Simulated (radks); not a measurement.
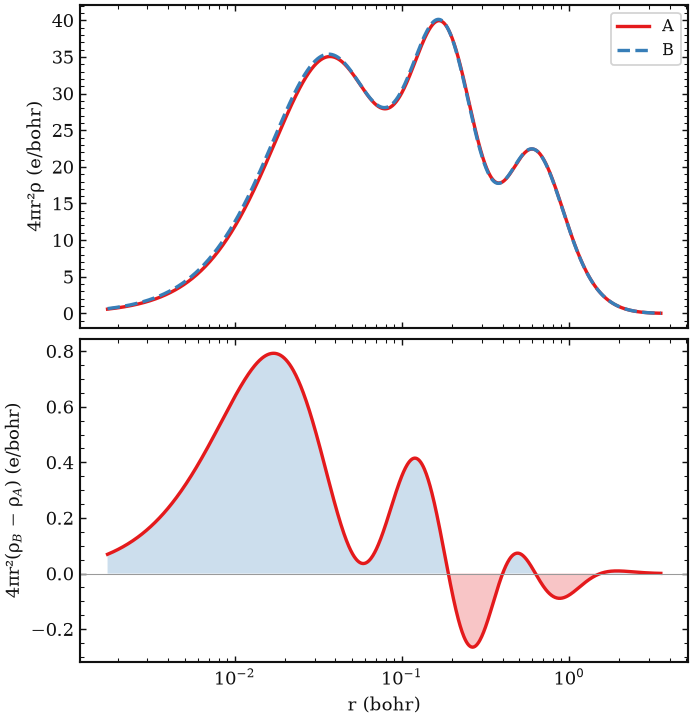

Cu²⁺ (Z = 29, 27 electrons) in [Ar] 3d9 (open shells shared over both j by 2j + 1) was computed with two values of the speed of light (atomic units): c = 137.036; c = 274.072. The calculation used the in-house radial solver radks at this level: Dirac Kohn-Sham, LDA (Slater exchange, Perdew-Wang correlation), spin-unpolarised, spherical densities, point nucleus.

The plot shows both radial densities and the radial density of run B less that of run A; on the logarithmic r axis, areas aren't charges.

Assign A and B and describe the change of the density.

A is c = 274.072; B is c = 137.036. B holds 0.076 electrons more than A where the difference is positive (most at r = 0.017 bohr) and 0.076 electrons fewer where it is negative (most at r = 0.26 bohr), with no net change.
